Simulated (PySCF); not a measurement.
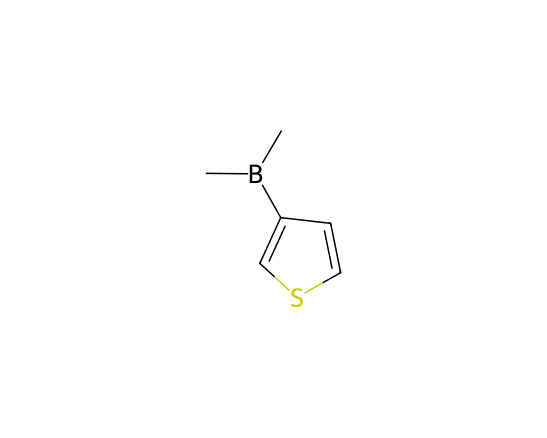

Structural formula above. The geometry was computed by an optimisation with PBE0-D3(BJ)/def2-SVP. No frequency run is at hand to confirm it as a minimum.

What does the molecule look like in three dimensions?

The molecule is C6H9BS. As SMILES it reads `CB(C)c1ccsc1`. Independent rings (smallest set): 1 of 5 members, 1 of them aromatic. This geometry has C1 symmetry. Coordination: 2 C tetrahedral; 1 B trigonal planar; 4 C trigonal planar; 1 S bent.

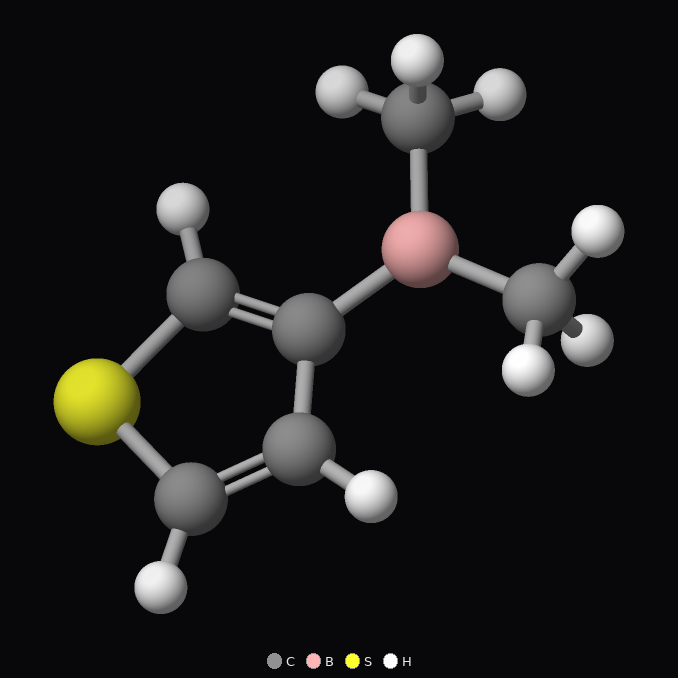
